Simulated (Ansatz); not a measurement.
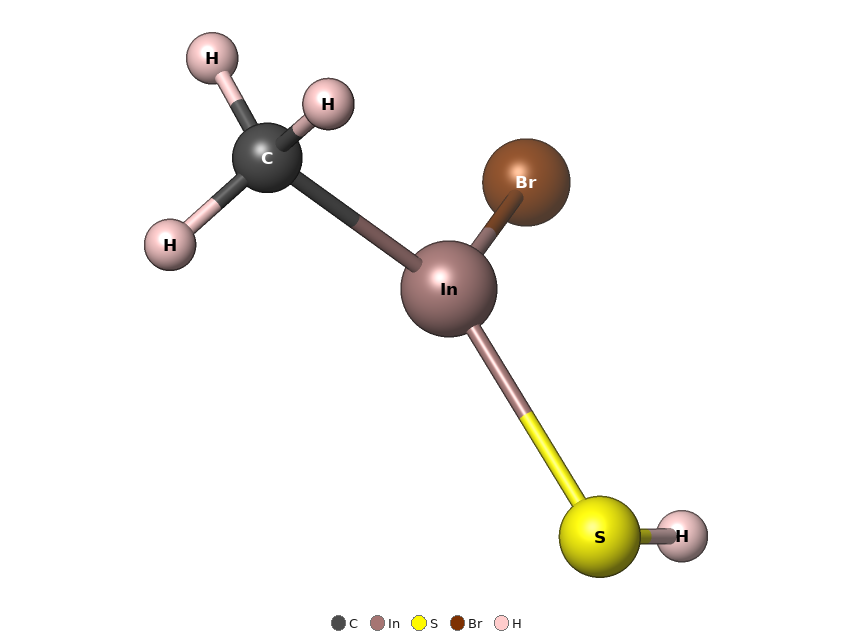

A ball-and-stick model of a molecule.

Describe the molecule.

Formula CH4BrInS. As SMILES it reads `[CH3][In]([SH])[Br]`. Coordination: 1 C tetrahedral; 1 In trigonal planar; 1 S bent.

The parts below concern this one geometry. Atoms keep their numbers from picture to picture. The geometry was computed by an optimisation with PBE0-D4/def2-TZVP.

Shape

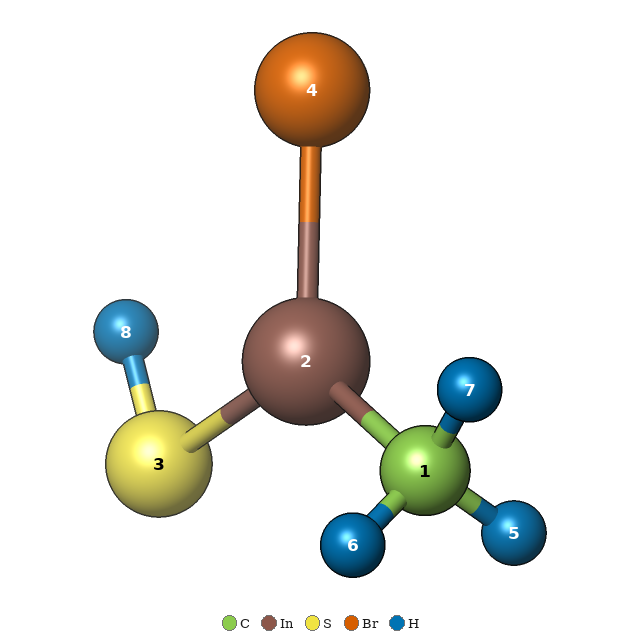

The atoms are numbered.

What are the angles In2–C1–H5, In2–C1–H6, In2–C1–H7, H5–C1–H6, H5–C1–H7, H6–C1–H7, C1–In2–S3, C1–In2–Br4, S3–In2–Br4, In2–S3–H8?

| angle | degrees |
| --- | --- |
| In2–C1–H5 | 109.2 |
| In2–C1–H6 | 109.6 |
| In2–C1–H7 | 109.1 |
| H5–C1–H6 | 109.0 |
| H5–C1–H7 | 109.8 |
| H6–C1–H7 | 110.1 |
| C1–In2–S3 | 128.7 |
| C1–In2–Br4 | 119.8 |
| S3–In2–Br4 | 111.4 |
| In2–S3–H8 | 92.5 |

Electronic properties

Level of theory: RKS HSE06 (plane-wave form)-D4/def2-TZVPP, core potentials on In (Ansatz 0.2.0).

> What is the LUMO energy (Kohn–Sham orbital)?

−1.71 eV.

> Give the dispersion correction at this level.

−15.2 kJ/mol.

> Give the HOMO energy (Kohn–Sham orbital) at this level.

−7.23 eV.

Dipole moment

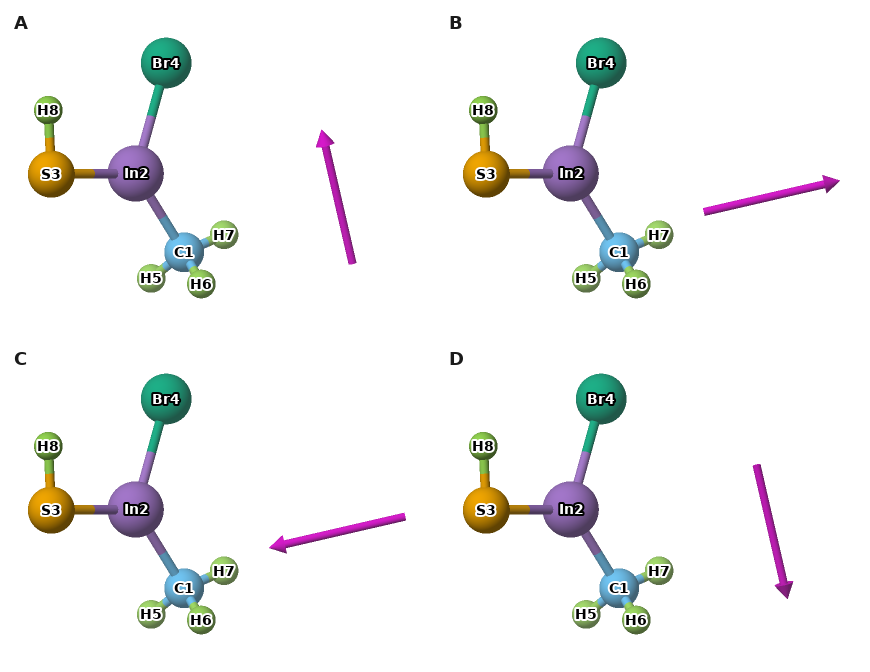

The same molecule four times, each with an arrow. Properties computed with RKS PBE-D4/def2-TZVPP, core potentials on In (Ansatz 0.2.0).

> Which arrow points along the dipole moment, from the negative to the positive end?

D. The dipole moment is 2.44 D; it points from the side of Br4, H8 to the side of H5, H6 (the outermost atoms at the two ends).

Charges

The questions are on Mulliken charges. Properties computed with RKS PBE-D4/def2-TZVPP, core potentials on In (Ansatz 0.2.0).

> Which atom carries the highest charge (most positive or least negative)?

In2 (0.72 e).

> And the lowest?

C1 (−0.51 e).

Give the Mulliken charges atom by atom.

| atom | value (e) |
| --- | --- |
| C1 | −0.51 |
| In2 | 0.72 |
| S3 | −0.36 |
| Br4 | −0.37 |
| H5 | 0.12 |
| H6 | 0.13 |
| H7 | 0.14 |
| H8 | 0.14 |

Mulliken values depend strongly on the basis set and can even reverse the polarity of a bond.
